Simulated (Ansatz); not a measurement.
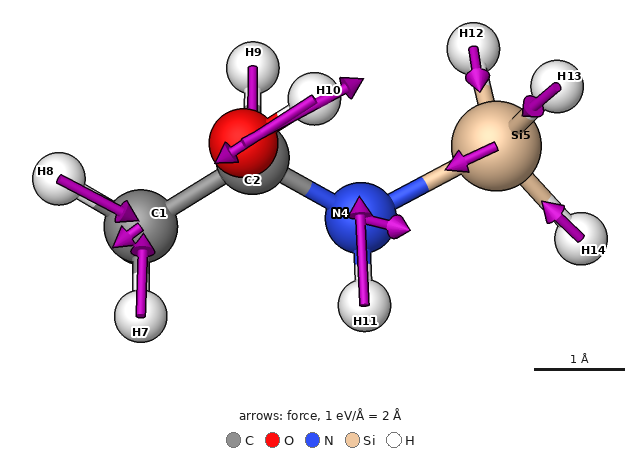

Starting geometry of C2H9NOSi with the computed forces as purple arrows. A ball-and-stick model, seen from a free direction.

The start comes from PBE-D4/def2-SVP.

Theory: RKS PBE0-D4/def2-TZVP in Ansatz. Settings: force threshold 0.005 eV/Å; at most 150 steps.

Q: What follows when this structure is relaxed?

A: It isn't relaxed: the largest force vector, on the O atom, is 0.80 eV/Å. The final displacements have little in common with the starting forces (cosine between the two patterns 0.23). Over 13 geometry steps the energy falls by 0.062 eV. Largest force component: 0.67 eV/Å at the start, 0.0041 eV/Å at the end. The largest moves after the best rigid fit, 0.15 Å, are those of H atoms. Largest moves by element: H 0.15 Å, N 0.07 Å, C 0.04 Å, Si 0.04 Å, O 0.03 Å. Some distances before and after: N–Si 1.748 → 1.718 Å, H–Si 1.517 → 1.495 Å, C–H 1.120 → 1.101 Å, H–Si 1.502 → 1.484 Å.
